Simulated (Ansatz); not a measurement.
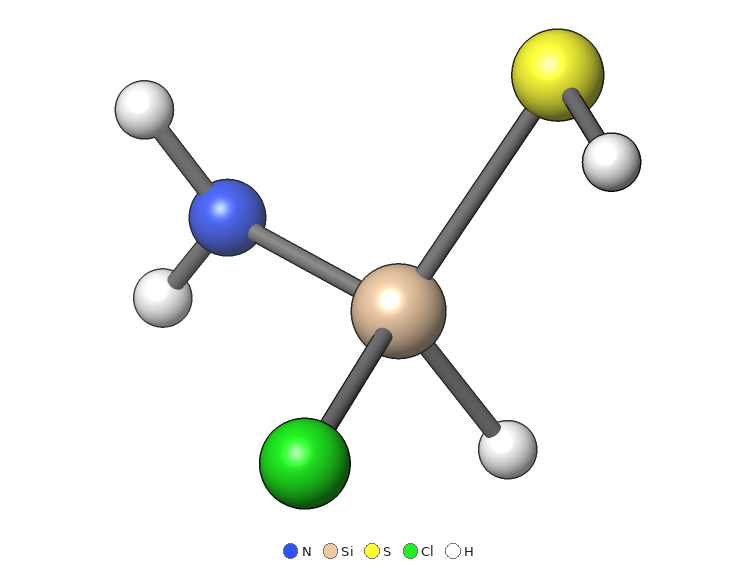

Every bond is drawn as one stick, whatever its order.

Description:

It has 8 atoms: 1 chlorine, 4 hydrogen, 1 nitrogen, 1 sulfur and 1 silicon (ClH₄NSSi). Its SMILES string is `N[Si@@H](S)Cl`. It has no ring. Among its groups: Si–H bond, Si–N bond. This geometry has C1 symmetry. Coordination, clear cases only: 1 Si tetrahedral; 1 S bent.

The parts below concern this one geometry. Atoms keep their numbers from picture to picture. The geometry was computed by an optimisation with PBE0-D4/def2-TZVP.

### Geometry

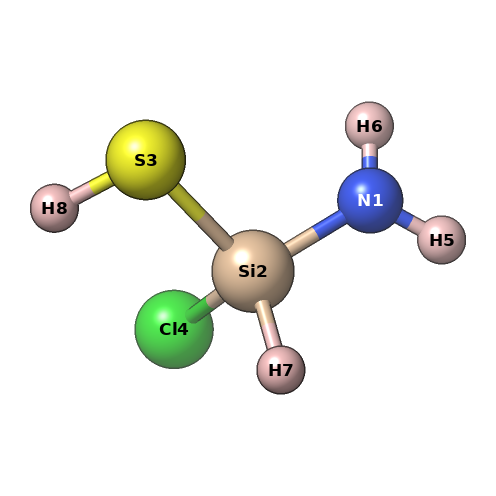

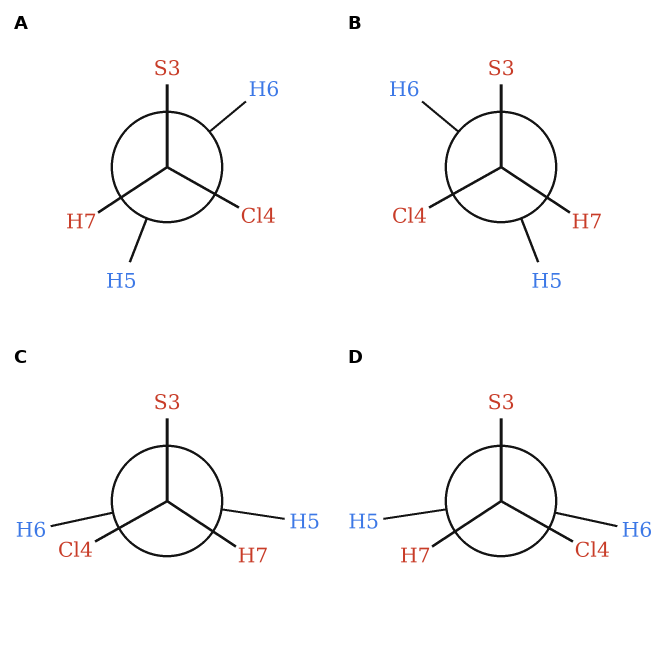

Atoms fade into the background with distance from the viewer. Bonds that would overlap in a projection are set slightly apart.

**Which Newman projection shows the view along Si2–N1, with Si2 in front?**

B. The torsion angle Cl4–Si2–N1–H5 is −82°, about perpendicular.

### Vibrations

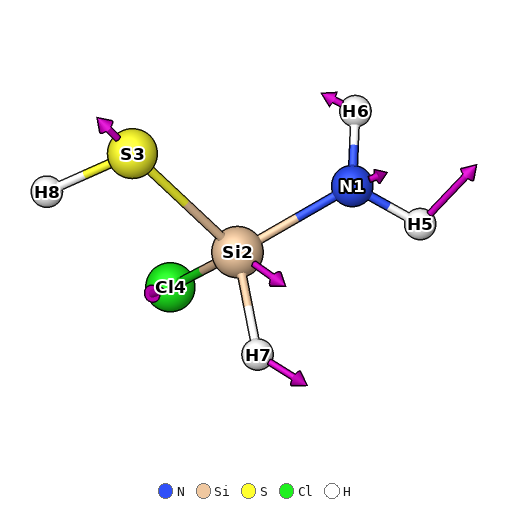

The arrows show one normal mode. Harmonic vibrations computed with RKS PBE0-D4/def2-TZVP (Ansatz 0.2.0) at a stationary point of the same level.

**At what wavenumber does it lie?**

487 cm⁻¹; it is mode 7 of 18 counted from the lowest.

### Charges

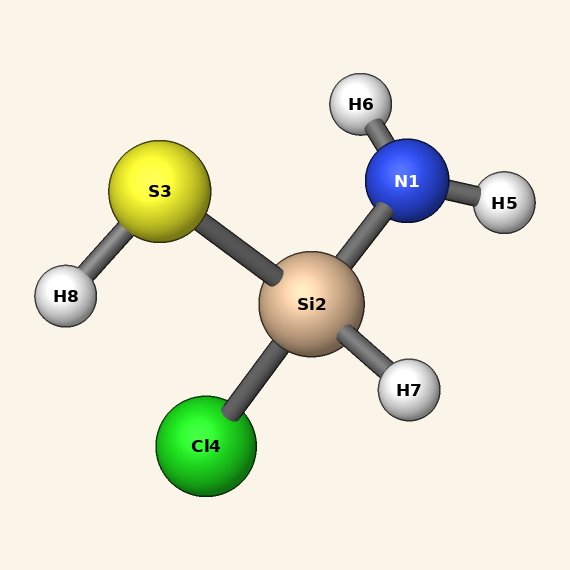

The questions are on Mulliken charges. Method: RKS r2SCAN-D4/def2-TZVPP (Ansatz 0.2.0).

**Which atom carries the highest charge (most positive or least negative)?**

Si2 (0.61 e).

**And the lowest?**

N1 (−0.44 e).

List the Mulliken charges.

```tsv
atom	value (e)
N1	−0.44
Si2	0.61
S3	−0.27
Cl4	−0.27
H5	0.16
H6	0.17
H7	−0.08
H8	0.12
```

### Electronic properties

Properties computed with RKS PBE0-D4/def2-QZVPP (Ansatz 0.2.0).

What does the calculation give?

- HOMO energy (Kohn–Sham orbital): −7.75 eV
- LUMO energy (Kohn–Sham orbital): −0.08 eV
- HOMO–LUMO gap: 7.67 eV
- dispersion correction: −18.0 kJ/mol

Mulliken values depend strongly on the basis set and can even reverse the polarity of a bond.
